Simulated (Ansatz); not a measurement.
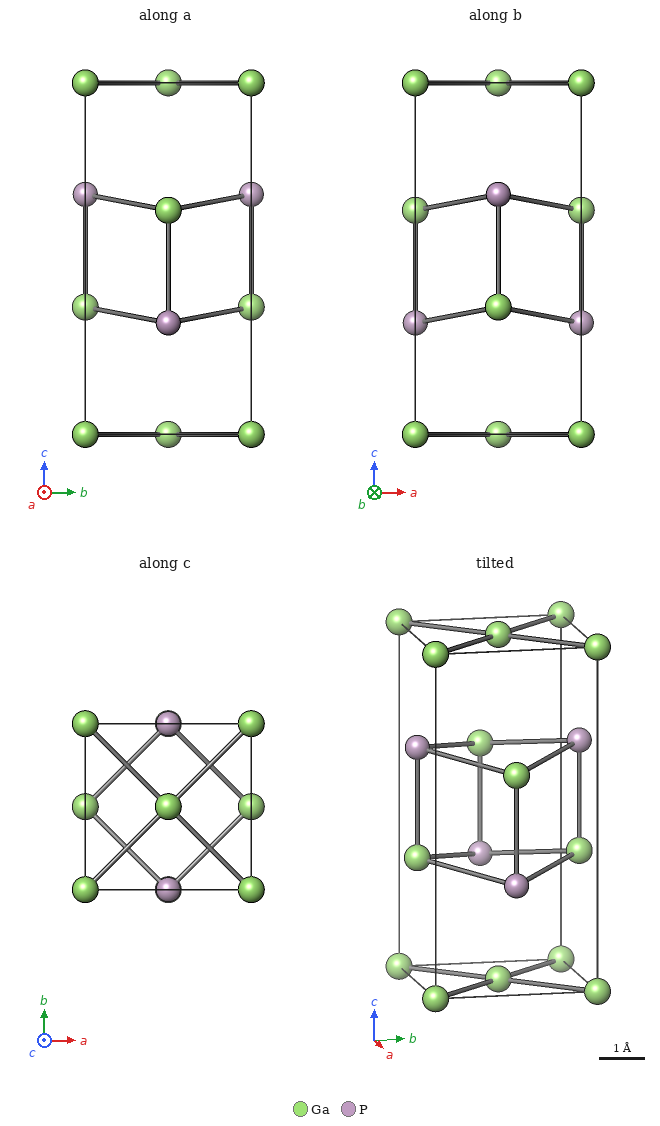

View along the a axis, along the b axis, along the c axis and slightly off an axis, drawn as a ball-and-stick model. Atoms at the boundary of the conventional unit cell (the box) are drawn once for each face, edge or corner they touch.

Lattice parameters: a = 3.715 Å, b = 3.715 Å, c = 7.868 Å, α = 90.00°, β = 90.00°, γ = 90.00°.

Convert the drawing into a table of Wyckoff sites, with free fractional coordinates to two decimals.

Space group P4/nmm:1 (No. 129).
```csv
atom,site,x,y,z
Ga,2a,0.50,0.50,0.00
Ga,2c,0.50,0.00,0.36
P,2c,0.50,0.00,0.68
```

It goes back to a structure type filled with these elements by a generator (whether the compound takes this form wasn't checked). Relaxation method: Ansatz 0.2.0, DFT PBE, scalar-relativistic, plane waves, PAW.
